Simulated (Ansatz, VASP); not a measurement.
# Si (Silicon) in two plane-wave programs

Aim: how closely do two programs agree when they are given the same cell, functional and k mesh?

Method: plane waves, with VASP 6.6.1 beside it; relaxation of cell and atoms at LDA and relaxation of cell and atoms at PBE with D3(BJ), in Ansatz 0.2.0.

### Step 1. The structure

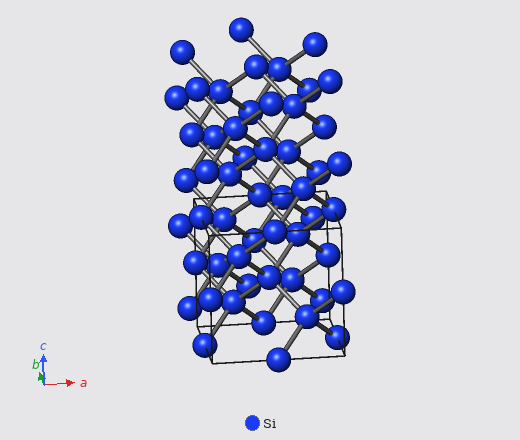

The starting structure, seen slightly off an axis (silicon blue). 1×2×2 cells are drawn. This picture shows the conventional cell, with its axes. Some periodic images of atoms are drawn too.

### Step 2. Ansatz: relaxation of cell and atoms, LDA

Ansatz runs on its default PAW (the set named soft_2) files.

The relaxed volume is the usual yardstick between codes: its relative difference is about their pressure difference at one cell divided by the bulk modulus.

File input.yaml:

```yaml
crystal:
  lattice:
    - [0.0, 2.7154705, 2.7154705]
    - [2.7154705, 0.0, 2.7154705]
    - [2.7154705, 2.7154705, 0.0]
  atoms:
    - { symbol: Si, position: [0.0, 0.0, 0.0] }
    - { symbol: Si, position: [0.25, 0.25, 0.25] }
hamiltonian:
  xc: lda
  pseudopotentials: { kind: paw }
kpoints:
  mp_grid: { grid: [7, 7, 7] }
scf:
  occupations: { method: fermi_dirac, width: 0.05 }
relax:
  f_tol: 0.01
  max_steps: 60
  cell: { stress_tol: 0.05 }
output:
  forces: true
  stress: true
```

Started as:

```console
$ ansatz run input.yaml --threads 4 --pin off --max-ram 9216MiB --backend cpu --events-out ev --progress --plain --runs-dir out
```

Numbers of over 12 decimals in the logs are rounded to 6 here.

Log:

```text
Engine: ansatz 0.2.0, aarch64-unknown-linux-gnu
Pseudopotentials: kind: paw
Pseudopotential: Si, paw, valence charge 4, recommended cutoff 420 eV (normal), Si.paw.azcp
Functional definition: SPW92
  exchange = slater_x
  correlation = pw_c
Crystal: 2 atoms, lattice volume = 40.047 Å³
Basis set: ecut = 420 eV, 749 PW (Γ)
Bands: 8, of which v1, the nominal top of the filled ones, is band 4 counted from 1 (3 counted from 0)
Symmetry: 48 space group operations
Space group: Fd-3m (ITA 227), of the structure as read, at distance tolerance 3.4e-5 Å
k-points: 20 of 343
Non-local potential: Si, projectors of the file, l = 0: 2, l = 1: 2, l = 2: 2
PAW form: soft (Blöchl's): semilocal exchange-correlation on the pseudo side does not see the compensation charge
PAW frozen core: Si, regenerated for the run's functional, and the local potential with it (the file was generated under x = pbe(κ = 0.804, μ = 0.219515), c = pbe(β = 0.066725))
PAW one-centre angular grid: Si, 110 points (default); XC on 64 Gauss nodes
Initial density: superposition of atomic densities (neutral atoms: chi_scale 0, normalization atom), corrected by the library's trained network
Initial wavefunctions: pseudopotential atomic-orbital guess
Functional: x = slater, c = lda
SCF iter   1: F=—  HF=-1217.284132 eV  |F-HF|=—  |Δ(HF+E_count)|=         —  Δρ=4.16e-3  dr2=4.12e-3  ethr=1.77e-3  ⟨swp⟩=5.9  Hψ=1417  notcnv=0
preconditioner: auto → none  [insulator: Δε(μ)=0.477 eV  Ē_g=9.410 eV  σ=0.050 eV  W_gap=0.98  n_scr=8 (ndim 8)  ℏωp=16.6 eV  f_vac=0.000  D(μ)=0.01/eV (n_scr^D=0)  ε∞_Penn≈4.1]
SCF iter   2: F=—  HF=-1217.283512 eV  |F-HF|=—  |Δ(HF+E_count)|=   6.20e-4  Δρ=1.93e-3  dr2=8.65e-4  ethr=5.15e-5  ⟨swp⟩=1.9  Hψ=357  notcnv=0
SCF iter   3: F=—  HF=-1217.283344 eV  |F-HF|=—  |Δ(HF+E_count)|=   1.68e-4  Δρ=8.70e-5  dr2=2.86e-6  ethr=1.08e-5  ⟨swp⟩=1.4  Hψ=186  notcnv=0
SCF iter   4: F=—  HF=-1217.283348 eV  |F-HF|=—  |Δ(HF+E_count)|=   4.49e-6  Δρ=2.90e-5  dr2=3.88e-7  ethr=3.58e-8  ⟨swp⟩=2.2  Hψ=240  notcnv=0
iter 5 did not close the SCF: its close was put off for the readings that it lacked (scf_convergence_deferred on its scf_iter line)
SCF iter   5: F=-1217.283348 eV  HF=-1217.283348 eV  |F-HF|=1.12e-8  |Δ(HF+E_count)|=   1.40e-7  Δρ=8.10e-6  dr2=2.29e-8  ethr=4.85e-9  ⟨swp⟩=2.0  Hψ=241  notcnv=0
SCF iter   6: F=-1217.283348 eV  HF=-1217.283348 eV  |F-HF|=1.59e-12  |Δ(HF+E_count)|=   7.78e-9  Δρ=2.18e-7  dr2=9.87e-12  ethr=2.86e-10  ⟨swp⟩=2.0  Hψ=558  notcnv=0
SCF 1 converged in 6 iterations: F = -1217.283348 eV  dr2 = 9.87e-12
  greatest PAW one-centre occupation: 0.639 electrons in one spin orbital (limit 2), on the Si atom at site 1 (counted from 0), in its partial waves of l = 0
relax step   1: F+E_penalty+E_count = -1217.28334793 eV  Δ(F+E_penalty+E_count) = +0.000e0 eV  max|allowed force component| = 2.313e-17 eV/Å  Δτ_max = 0.0000 Å  P = -1.476 GPa  Ω = 40.047 Å³  (6 SCF iters, dr2 threshold 1.00e-7 eV, accepted)
[...]
relax step   2: F+E_penalty+E_count = -1217.28622769 eV  Δ(F+E_penalty+E_count) = -2.880e-3 eV  max|allowed force component| = 6.245e-17 eV/Å  Δτ_max = 0.0000 Å  P = -0.363 GPa  Ω = 39.571 Å³  energy of the carried Pulay correction = +1.332e-4 eV  (4 SCF iters, dr2 threshold 2.00e-7 eV, accepted)
[...]
relax step   3: F+E_penalty+E_count = -1217.28644036 eV  Δ(F+E_penalty+E_count) = -2.127e-4 eV  max|allowed force component| = 6.014e-17 eV/Å  Δτ_max = 0.0000 Å  P = +0.009 GPa  Ω = 39.418 Å³  energy of the carried Pulay correction = +1.764e-4 eV  (3 SCF iters, dr2 threshold 2.00e-7 eV, accepted)
[...]
relax step   4: F+E_penalty+E_count = -1217.28628127 eV  Δ(F+E_penalty+E_count) = +1.591e-4 eV  max|allowed force component| = 6.245e-17 eV/Å  Δτ_max = 0.0000 Å  P = +0.003 GPa  Ω = 39.418 Å³  stress off target by 3.43e-3 GPa  SCF on the basis re-selected at this cell (its energy is not comparable with the rows above)  (3 SCF iters)
basis re-selected at this cell: Δ(F+E_penalty+E_count) = +1.591e-4 eV, ΔP = -0.006 GPa vs the last step (what re-selecting the basis moved, of the pressure what is left beyond the Pulay correction that the steps carried, after the strain that the cell walked since its last selection, with what the two solves' SCF thresholds leave and, on support functions, any second-order correction that the steps lacked; it is no m [...]
SCF converged after 3 iterations
Free energy (F): -1217.286281 eV
Harris-Foulkes:  -1217.286281 eV  (|F-HF|=6.82e-13)
Internal energy: -1217.286119 eV  (E = F + TS)
E sigma→0 (E₀):  -1217.286200 eV
Entropy (-TS):   -0.000162 eV (-0.081 meV/atom)
Fermi energy:    6.423121 eV
--- Per-component energies (eV) ---
  E_band       = 8.813516
  E_kinetic    = 81.506286
  E_local      = -55.966362  (includes V_loc(G=0)·N_el)
  E_nonlocal   = 54.251457
  E_hartree    = 14.715916
  E_xc         = -109.856701
  E_vxc        = -94.572873  (∫ρ·V_xc dr)
  E_paw        = -972.375595  (= ΣΔE_a)
  E_vpaw       = -5.836853  (= ΣTr[D̂ρ^β])
  E_aug_tail   = 0.000011  (compensation charges beyond the density's cutoff)
  E_ewald      = -229.729793
  E_core_change = 0.168661  (= ΣΔE_core)
  E_smearing   = -0.000162  (= −TS)
  E_closure    = 0.000000  (closes the sum)
  Σ components = -1217.286281   (vs F -1217.286281, Δ=0.00e0)
--- Forces (eV/Å), atoms counted from 1 ---
  atom   1  Si     0.00000000    -0.00000000    -0.00000000
  atom   2  Si     0.00000000     0.00000000     0.00000000
  max |Σ_I F_I| component: 2.78e-17 eV/Å
--- Stress (GPa, compression-positive) ---
        0.003434       0.000000      -0.000000
        0.000000       0.003434      -0.000000
       -0.000000       0.000000       0.003434
  P = ⅓ Tr σ = 0.0034 GPa (0.034 kbar)
--- Relaxed structure (3 steps of the walk, 3 accepted, 1 SCFs on fresh bases) ---
  F+E_penalty+E_count = -1217.28628127 eV   max|allowed force component| = 6.245e-17 eV/Å   (the final SCF, on the basis selected at the relaxed cell)
  cell:  # Å, volume = 39.4181 Å³
    - [0, 2.701190, 2.701190]
    - [2.701190, 0, 2.701190]
    - [2.701190, 2.701190, 0]
  atoms:
    - { symbol: Si, position: [0, 0, 0] }
    - { symbol: Si, position: [0.250000, 0.250000, 0.250000] }
```

It took 0.58 s on 4 threads of Arm Neoverse V2, shared host; peak memory 0.26 GiB.

### Step 3. VASP: relaxation of cell and atoms, LDA

The same cell, functional (in two slightly different forms), mesh and smearing now go to VASP, with its own data sets and cutoff.

Lines of VASP's logs that name or quote its potential files are left out, and so is its time.

File INCAR:

```
SYSTEM = Si
PREC = Accurate
ENCUT = 520
EDIFF = 1E-06
NELM = 100
ISMEAR = -1
SIGMA = 0.05
LREAL = .FALSE.
ALGO = Normal
GGA = CA
NBANDS = 10
LORBIT = 11
LWAVE = .FALSE.
LCHARG = .FALSE.
KPAR = 2
IBRION = 2
NSW = 60
ISIF = 3
EDIFFG = -0.01
```

File POSCAR:

```
Si
1.0
    0.0000000000      2.7154705000      2.7154705000
    2.7154705000      0.0000000000      2.7154705000
    2.7154705000      2.7154705000      0.0000000000
Si
2
Direct
    0.0000000000      0.0000000000      0.0000000000
    0.2500000000      0.2500000000      0.2500000000
```

File KPOINTS:

```
Automatic mesh
0
Gamma
7 7 7
0 0 0
```

The projector-augmented-wave data sets are Si (PBE family, release 64).

Started as:

```console
$ mpirun -np 2 vasp_std
```

Log:

```text
[banner, memory and clock lines left out]
running    2 mpi-ranks, on    1 nodes
 distrk:  each k-point on    1 cores,    2 groups
 distr:  one band on    1 cores,    1 groups

 POSCAR found type information on POSCAR Si
 POSCAR found :  1 types and       2 ions
|                                                                             |
|               ----> ADVICE to this user running VASP <----                  |
|                                                                             |
|     You enforced a specific xc type in the INCAR file but a different       |
|     [... a line on the potential file left out ...]
|     I HOPE YOU KNOW WHAT YOU ARE DOING!                                     |
|                                                                             |

 LDA part: xc-table for (Slater(with rela. corr.)+CA(PZ))
 , standard interpolation
 POSCAR, INCAR and KPOINTS ok, starting setup
 FFT: planning ... GRIDC
 FFT: planning ... GRID_SOFT
 FFT: planning ... GRID
 WAVECAR not read
 entering main loop
       N       E                     dE             d eps       ncg     rms          rms(c)
DAV:   1     0.496161484126E+01    0.49616E+01   -0.33021E+03   400   0.631E+02
DAV:   2    -0.116297300555E+02   -0.16591E+02   -0.16185E+02   528   0.864E+01
DAV:   3    -0.120894757199E+02   -0.45975E+00   -0.45829E+00   532   0.125E+01
DAV:   4    -0.120931011791E+02   -0.36255E-02   -0.36240E-02   506   0.134E+00
DAV:   5    -0.120931286296E+02   -0.27451E-04   -0.27449E-04   466   0.108E-01    0.400E+00
DAV:   6    -0.119088919403E+02    0.18424E+00   -0.11582E-01   458   0.144E+00    0.239E+00
DAV:   7    -0.118266598332E+02    0.82232E-01   -0.19919E-01   470   0.194E+00    0.243E-01
DAV:   8    -0.118268662527E+02   -0.20642E-03   -0.68060E-03   460   0.492E-01    0.662E-02
DAV:   9    -0.118268329234E+02    0.33329E-04   -0.19916E-04   508   0.805E-02    0.472E-02
DAV:  10    -0.118268381632E+02   -0.52398E-05   -0.11060E-05   468   0.221E-02    0.199E-02
DAV:  11    -0.118268381410E+02    0.22197E-07   -0.36436E-07   274   0.384E-03
   1 F= -.11826838E+02 E0= -.11826772E+02  d E =-.118268E+02
 curvature:   0.00 expect dE= 0.000E+00 dE for cont linesearch  0.000E+00
 trial: gam= 0.00000 g(F)=  0.802E-50 g(S)=  0.380E-02 ort = 0.000E+00 (trialstep = 0.100E+01)
 search vector abs. value=  0.380E-02
 bond charge predicted
       N       E                     dE             d eps       ncg     rms          rms(c)
DAV:   1    -0.118292029933E+02   -0.23648E-02   -0.59731E-02   434   0.115E+00    0.210E-01
DAV:   2    -0.118279762644E+02    0.12267E-02   -0.14014E-03   444   0.207E-01    0.130E-01
DAV:   3    -0.118273993688E+02    0.57690E-03   -0.12631E-03   430   0.150E-01    0.292E-02
DAV:   4    -0.118273978333E+02    0.15355E-05   -0.18569E-05   462   0.297E-02    0.254E-02
DAV:   5    -0.118273948927E+02    0.29407E-05   -0.85568E-07   310   0.627E-03    0.349E-03
DAV:   6    -0.118273948725E+02    0.20123E-07   -0.94931E-08   218   0.205E-03
   2 F= -.11827395E+02 E0= -.11827311E+02  d E =-.556732E-03
 trial-energy change:   -0.000557  1 .order   -0.000534   -0.003803    0.002735
 step:   0.5867(harm=  0.5816)  dis= 0.00000  next Energy=   -11.827958 (dE=-0.112E-02)
 bond charge predicted
       N       E                     dE             d eps       ncg     rms          rms(c)
DAV:   1    -0.118282691490E+02   -0.87426E-03   -0.10134E-02   430   0.473E-01    0.863E-02
DAV:   2    -0.118280603609E+02    0.20879E-03   -0.23566E-04   436   0.852E-02    0.535E-02
DAV:   3    -0.118279618703E+02    0.98491E-04   -0.21552E-04   426   0.619E-02    0.118E-02
DAV:   4    -0.118279616179E+02    0.25241E-06   -0.31790E-06   462   0.122E-02
   3 F= -.11827962E+02 E0= -.11827885E+02  d E =-.112348E-02
 curvature:  -0.29 expect dE=-0.148E-08 dE for cont linesearch -0.148E-08
 trial: gam= 0.00000 g(F)=  0.486E-50 g(S)=  0.510E-08 ort =-0.441E-05 (trialstep = 0.917E+00)
 search vector abs. value=  0.520E-08
 reached required accuracy - stopping structural energy minimisation
```

From OUTCAR (step 3):

```text
ion  position               nearest neighbor table
   1  0.000  0.000  0.000-   2 2.35   2 2.35   2 2.35   2 2.35
   2  0.250  0.250  0.250-   1 2.35   1 2.35   1 2.35   1 2.35

  LATTYP: Found a face centered cubic cell.
 ALAT       =     5.4309410000

 Subroutine GETGRP returns: Found 48 space group operations
 (whereof 24 operations were pure point group operations)

The static configuration has the point symmetry T_d .
 The point group associated with its full space group is O_h .

 Found     20 irreducible k-points:

   k-points           NKPTS =     20   k-points in BZ     NKDIM =     20   number of bands    NBANDS=     10

   dimension x,y,z NGX =    30 NGY =   30 NGZ =   30
   dimension x,y,z NGXF=    60 NGYF=   60 NGZF=   60

   ENCUT  =  520.0 eV  38.22 Ry    6.18 a.u.   7.14  7.14  7.14*2*pi/ulx,y,z

   NELECT =       8.0000    total number of electrons

 k-points in reciprocal lattice and weights: Automatic mesh
   0.00000000  0.00000000  0.00000000       0.003
   0.14285714  0.00000000  0.00000000       0.023
   0.28571429  0.00000000  0.00000000       0.023
   0.42857143  0.00000000  0.00000000       0.023
   0.14285714  0.14285714  0.00000000       0.017
   0.28571429  0.14285714  0.00000000       0.070
   0.42857143  0.14285714  0.00000000       0.070
  -0.42857143  0.14285714  0.00000000       0.070
  -0.28571429  0.14285714  0.00000000       0.070
[...]
-0.42857143  0.42857143  0.14285714       0.070
  -0.28571429  0.42857143  0.14285714       0.070

 average (electrostatic) potential at core
       1 -82.7178       2 -82.7178

 E-fermi :   5.9878

 k-point     1 :       0.0000    0.0000    0.0000
  band No.  band energies     occupation
      1      -6.2622      2.00000
      2       5.7810      1.96852
      3       5.7810      1.96852
      4       5.7810      1.96852
      5       8.3076      0.00000
      6       8.3076      0.00000
      7       8.3076      0.00000
      8       9.1061      0.00000
      9      13.4801      0.00000
    ...

 k-point     2 :       0.1429    0.0000    0.0000
  band No.  band energies     occupation
      1      -5.9935      2.00000
      2       3.8236      2.00000
      3       5.4166      1.99998
      4       5.4166      1.99998
      5       8.1686      0.00000
      6       8.8367      0.00000
      7       8.8367      0.00000
      8      10.7665      0.00000
      9      12.9625      0.00000
    ...

 k-point     3 :       0.2857    0.0000    0.0000
  band No.  band energies     occupation
      1      -5.2180      2.00000
      2       1.1764      2.00000
      3       4.8953      2.00000
      4       4.8953      2.00000
      5       7.6196      0.00000
      6       9.2837      0.00000
      7       9.2837      0.00000
      8      13.1476      0.00000
      9      13.2446      0.00000
    ...

  Total        0.0002655      0.0002655      0.0002655      0.0000000     -0.0000000     -0.0000000
  in kB        0.0107279      0.0107279      0.0107279      0.0000000     -0.0000000     -0.0000000
  external PRESSURE =       0.0107279 kB  Pullay stress =       0.0000000 kB

  energy-cutoff  :      520.00
  volume of cell :       39.66
      direct lattice vectors                 reciprocal lattice vectors
    -0.000000000  2.706660188  2.706660188    -0.184729506  0.184729506  0.184729506
     2.706660188  0.000000000  2.706660188     0.184729506 -0.184729506  0.184729506
     2.706660188  2.706660188  0.000000000     0.184729506  0.184729506 -0.184729506

 POSITION                                       TOTAL-FORCE (eV/Angst)
 -----------------------------------------------------------------------------------
      0.00000      0.00000      0.00000        -0.000000      0.000000      0.000000
      1.35333      1.35333      1.35333         0.000000     -0.000000     -0.000000
 -----------------------------------------------------------------------------------
    total drift:                               -0.000000     -0.000000     -0.000000

  FREE ENERGIE OF THE ION-ELECTRON SYSTEM (eV)
  ---------------------------------------------------
  free  energy   TOTEN  =       -11.8279616179 eV

  energy  without entropy=      -11.8278086318  energy(sigma->0) =      -11.82788512

 reached required accuracy - stopping structural energy minimisation

 total charge
# of ion       s       p       d       tot
------------------------------------------
    1        0.751   0.947   0.000   1.697
    2        0.751   0.947   0.000   1.697
--------------------------------------------------
tot          1.501   1.893   0.000   3.394

[... 3 further parts left out ...]
```

CONTCAR:

```
Si
   1.00000000000000
    -0.0000000000000000    2.7066601883480828    2.7066601883480828
     2.7066601883480828    0.0000000000000000    2.7066601883480828
     2.7066601883480828    2.7066601883480828    0.0000000000000000
  Si
     2
Direct
     0.0000000000000000    0.0000000000000000    0.0000000000000000
     0.2500000000000000    0.2500000000000000    0.2500000000000000
```

### Step 4. Comparison

Known differences besides the PAW data sets themselves: the two LDA forms differ slightly; both relaxations stop at a tolerance, which leaves soft axes loose, and VASP keeps its plane-wave basis; the cutoff is 420 eV in Ansatz and 520 eV in VASP; Ansatz makes its cores anew for this functional, VASP keeps those of its PBE data sets; Ansatz adds a Pulay correction to the stress that steers its cell, VASP none. Total energies have different zeros and are not compared.

Both answers:

| quantity | Ansatz | VASP | difference |
| --- | --- | --- | --- |
| volume (Å³) | 39.42 | 39.66 | -0.61 % |
| edge a after relaxation, in the typed setting (Å) | 3.820 | 3.828 | -0.20 % |

The walks stopped with 0.00 GPa left in Ansatz and 0.00 GPa in VASP; each walk ends within a tolerance, so the volume difference is uncertain by about these residues over the bulk modulus, most in soft cells.

[end of part 1 of 2]

[Lines on the potential files, build, host, timing and source positions are cut from VASP's logs without a mark.]

[Logs are printed without paths, hosts, clocks, repeated set-up lines and the standing remarks that a program may print on its own settings, such as how far it seeks lower states.]

[Hosts, paths, dates, database ids (printed as entryN), source tags and the programs' standing remarks are cut or masked in the printed files.]
